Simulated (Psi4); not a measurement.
# CCSD(T)/def2-TZVP (sfX2C) run of SiH2S (SMILES [SiH]S)

Aim: the energy difference between two shapes of SiH2S at CCSD(T)/def2-TZVP (sfX2C), from 2 runs. Input form: a QCSchema input.

Program for the calculation: Psi4 1.11.

### 1 Starting point

The species is SiH2S (4 atoms), meant as a singlet with charge 0. SMILES: `[SiH]S`. Geometry: relaxed at PBE0-D4/def2-TZVP.

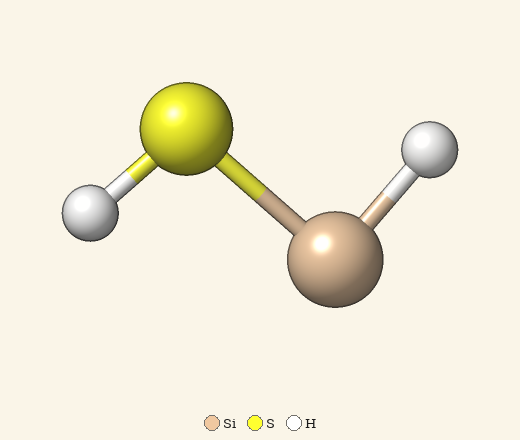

The structure, seen from a chosen angle (silicon light orange, sulfur yellow, hydrogen white).

### 2 The energy at CCSD(T)/def2-TZVP (sfX2C)

job.json reads:

```json
{
 "schema_name": "qcschema_input",
 "schema_version": 1,
 "molecule": {
  "schema_name": "qcschema_molecule",
  "schema_version": 2,
  "symbols": ["Si", "S", "H", "H"],
  "geometry": [-0.49662003, -2.03032175, 0.30443488, 0.35999283, 1.81186941, -0.39041742, 1.92279633, -2.25028587, 1.85457722, -1.68128933, 2.35459875, -1.80695612],
  "molecular_charge": 0,
  "molecular_multiplicity": 1
 },
 "driver": "energy",
 "model": {
  "method": "ccsd(t)",
  "basis": "def2-TZVP"
 },
 "keywords": {
  "reference": "rhf",
  "scf_type": "pk",
  "freeze_core": true,
  "relativistic": "x2c"
 }
}
```

Command:

```sh
$ psi4 --qcschema job.json -n 1 --memory 1600MB
```

stdout:

```text
[...]
  Running in c1 symmetry.
[...]
  Nuclear repulsion =   73.393077891670799
[...]
  Multiplicity = 1
[...]
  Nalpha       = 16
  Nbeta        = 16
[...]
    Number of basis functions: 86
[...]
    WARNING: The X2C and Dirac Hamiltonians have substatially different eigenvalues!
             This is probably caused by the recontraction of the basis set.
[...]
   @RHF iter   1:  -689.10550957237092   -5.13587e-01   3.21020e-03 DIIS/ADIIS
[...]
   @RHF iter  11:  -689.13783894844323   -2.06910e-11   8.86951e-09 DIIS
[...]
    Orbital Energies [Eh]
    ---------------------
    Doubly Occupied:
       1A    -92.265271     2A    -68.986399     3A     -9.015816
       4A     -6.657553     5A     -6.656704     6A     -6.656444
       7A     -6.180245     8A     -4.260200     9A     -4.259864
      10A     -4.258957    11A     -0.981663    12A     -0.664280
      13A     -0.530251    14A     -0.458477    15A     -0.400961
      16A     -0.340289
[...]
  @RHF Final Energy:  -689.13783894844323
   => Energetics <=
    Nuclear Repulsion Energy =             73.3930778916707993
    One-Electron Energy =               -1099.9150883740878726
    Two-Electron Energy =                 337.3841715339737561
    Total Energy =                       -689.1378389484432319
[...]
 Multipole Moments:
 ------------------------------------------------------------------------------------
     Multipole            Electronic (a.u.)      Nuclear  (a.u.)        Total (a.u.)
 ------------------------------------------------------------------------------------
 L = 1.  Multiply by 2.5417464519 to convert [e a0] to [Debye]
 Dipole X            :         -0.3907256            0.1542656           -0.2364601
 Dipole Y            :         -0.1106138            0.0333900           -0.0772239
 Dipole Z            :         -0.2058526            0.0860203           -0.1198322
 Magnitude           :                                                    0.2761099
[...]
      * MP2 total energy                      = -689.410372191184365
[...]
      * CCSD total energy                     = -689.448079655370748
[...]
      * CCSD(T) total energy                  = -689.462396713591943
[...]
```

The result, in JSON:

```text
{
 "driver": "energy",
 "model": {
  "method": "ccsd(t)",
  "basis": "def2-TZVP"
 },
 "success": true,
 "return_result": -689.4623967135919,
 "properties": {
  "calcinfo_nbasis": 86,
  "calcinfo_nmo": 86,
  "calcinfo_nalpha": 16,
  "calcinfo_nbeta": 16,
  "calcinfo_natom": 4,
  "nuclear_repulsion_energy": 73.3930778916708,
  "return_energy": -689.4623967135919,
  "scf_one_electron_energy": -1099.9150883740879,
  "scf_two_electron_energy": 337.38417153397376,
  "scf_dipole_moment": [-0.23646009345572727, -0.07722387996637714, -0.11983224129957915],
  "scf_total_energy": -689.1378389484432,
  "scf_iterations": 11,
  "mp2_same_spin_correlation_energy": -0.057216470321077184,
  "mp2_opposite_spin_correlation_energy": -0.21531677241920705,
  "mp2_singles_energy": -6.628412593914336e-26,
  "mp2_doubles_energy": -0.27253324274028423,
  "mp2_correlation_energy": -0.27253324274028423,
  "mp2_total_energy": -689.4103721911844,
  "ccsd_same_spin_correlation_energy": -0.055616047715610684,
  "ccsd_opposite_spin_correlation_energy": -0.2546246592111151,
  "ccsd_singles_energy": 0.0,
  "ccsd_doubles_energy": -0.3102407069267258,
  "ccsd_correlation_energy": -0.310240706926726,
  "ccsd_total_energy": -689.4480796553707,
  "ccsd_iterations": 15,
  "ccsd_prt_pr_correlation_energy": -0.32455776514796,
  "ccsd_prt_pr_total_energy": -689.4623967135919
 }
}
```

Wall time 18 s (1 thread of Intel Xeon Platinum 8259CL at 2.50GHz (Skylake/Cascade Lake), shared host); peak memory 0.59 GiB.

### 3 The distorted shape

h2ssi.json reads:

```json
{
  "schema_name": "qcschema_input",
  "schema_version": 1,
  "molecule": {
    "schema_name": "qcschema_molecule",
    "schema_version": 2,
    "symbols": ["Si", "S", "H", "H"],
    "geometry": [-0.50178843, -1.93277787, 0.59560577, 0.53272324, 2.16679588, -0.16870152, 1.78878829, -2.4144426, 1.97482049, -1.87566656, 2.11102817, -2.17216081],
    "molecular_charge": 0,
    "molecular_multiplicity": 1
  },
  "driver": "energy",
  "model": {
    "method": "ccsd(t)",
    "basis": "def2-TZVP"
  },
  "keywords": {
    "reference": "rhf",
    "scf_type": "pk",
    "freeze_core": true,
    "relativistic": "x2c"
  }
}
```

Command:

```sh
$ psi4 --qcschema h2ssi.json -n 1 --memory 1600MB
```

stdout:

```text
[...]
  Running in c1 symmetry.
[...]
  Nuclear repulsion =   68.354615074489928
[...]
  Multiplicity = 1
[...]
  Nalpha       = 16
  Nbeta        = 16
[...]
    Number of basis functions: 86
[...]
    WARNING: The X2C and Dirac Hamiltonians have substatially different eigenvalues!
             This is probably caused by the recontraction of the basis set.
[...]
   @RHF iter   1:  -689.05182202554374   -7.43721e-01   3.32121e-03 ADIIS/DIIS
[...]
   @RHF iter  13:  -689.09268088737213   -4.43379e-12   3.86929e-09 DIIS
[...]
    Orbital Energies [Eh]
    ---------------------
    Doubly Occupied:
       1A    -92.278522     2A    -68.997387     3A     -9.022432
       4A     -6.663599     5A     -6.663116     6A     -6.662873
       7A     -6.190579     8A     -4.270289     9A     -4.269837
      10A     -4.268915    11A     -0.930417    12A     -0.658938
      13A     -0.493022    14A     -0.443219    15A     -0.385140
      16A     -0.343537
[...]
  @RHF Final Energy:  -689.09268088737213
   => Energetics <=
    Nuclear Repulsion Energy =             68.3546150744899279
    One-Electron Energy =               -1089.8109456603137914
    Two-Electron Energy =                 332.3636496984516953
    Total Energy =                       -689.0926808873721257
[...]
 Multipole Moments:
 ------------------------------------------------------------------------------------
     Multipole            Electronic (a.u.)      Nuclear  (a.u.)        Total (a.u.)
 ------------------------------------------------------------------------------------
 L = 1.  Multiply by 2.5417464519 to convert [e a0] to [Debye]
 Dipole X            :         -0.0643185           -0.0891792           -0.1534977
 Dipole Y            :         -0.0616465           -0.3872369           -0.4488834
 Dipole Z            :          0.3021728           -0.2752004            0.0269724
 Magnitude           :                                                    0.4751688
[...]
      * MP2 total energy                      = -689.369738931533107
[...]
      * CCSD total energy                     = -689.409334661649041
[...]
      * CCSD(T) total energy                  = -689.424990121661267
[...]
```

The result, in JSON:

```text
{
 "driver": "energy",
 "model": {
  "method": "ccsd(t)",
  "basis": "def2-TZVP"
 },
 "success": true,
 "return_result": -689.4249901216613,
 "properties": {
  "calcinfo_nbasis": 86,
  "calcinfo_nmo": 86,
  "calcinfo_nalpha": 16,
  "calcinfo_nbeta": 16,
  "calcinfo_natom": 4,
  "nuclear_repulsion_energy": 68.35461507448993,
  "return_energy": -689.4249901216613,
  "scf_one_electron_energy": -1089.8109456603138,
  "scf_two_electron_energy": 332.3636496984517,
  "scf_dipole_moment": [-0.15349770674647756, -0.44888340172043373, 0.02697235371229245],
  "scf_total_energy": -689.0926808873721,
  "scf_iterations": 13,
  "mp2_same_spin_correlation_energy": -0.05698166640301949,
  "mp2_opposite_spin_correlation_energy": -0.22007637775785233,
  "mp2_singles_energy": -3.1006273243456244e-26,
  "mp2_doubles_energy": -0.2770580441608718,
  "mp2_correlation_energy": -0.2770580441608718,
  "mp2_total_energy": -689.3697389315331,
  "ccsd_same_spin_correlation_energy": -0.05456181654550418,
  "ccsd_opposite_spin_correlation_energy": -0.26209195773132066,
  "ccsd_singles_energy": 0.0,
  "ccsd_doubles_energy": -0.31665377427682484,
  "ccsd_correlation_energy": -0.3166537742768238,
  "ccsd_total_energy": -689.409334661649,
  "ccsd_iterations": 17,
  "ccsd_prt_pr_correlation_energy": -0.33230923428904546,
  "ccsd_prt_pr_total_energy": -689.4249901216613
 }
}
```

It took 19 s on 1 thread of Intel Xeon Platinum 8259CL at 2.50GHz (Skylake/Cascade Lake), shared host; peak memory 0.59 GiB.

### 4 Results

Level: CCSD(T)/def2-TZVP (sfX2C), 10 core orbitals frozen.

| quantity | value |
| --- | --- |
| first shape: total energy | -689.46240 Eh |
| first shape: HOMO energy (Hartree–Fock orbitals) | -9.26 eV |
| first shape: LUMO energy (Hartree–Fock orbitals) | 0.63 eV |
| first shape: HOMO–LUMO gap (Hartree–Fock orbitals) | 9.89 eV |
| first shape: correlation energy (10 core orbitals frozen) | -324.6 mEh |
| first shape: (T) correction | -14.32 mEh |
| first shape: T1 diagnostic | 0.017 |
| distorted shape: total energy | -689.42499 Eh |
| distorted shape: HOMO energy (Hartree–Fock orbitals) | -9.35 eV |
| distorted shape: LUMO energy (Hartree–Fock orbitals) | 0.35 eV |
| distorted shape: HOMO–LUMO gap (Hartree–Fock orbitals) | 9.70 eV |
| distorted shape: correlation energy (10 core orbitals frozen) | -332.3 mEh |
| distorted shape: (T) correction | -15.66 mEh |
| distorted shape: T1 diagnostic | 0.020 |
| energy change with the atoms displaced | 1.018 eV |

What this shows: With the atoms displaced the energy rises by 1.02 eV (98 kJ/mol). The first shape isn't relaxed at this level, so the change isn't measured from a minimum. The triples (first shape) make up 4.4 % of the correlation energy. The triples (distorted shape) make up 4.7 % of the correlation energy.
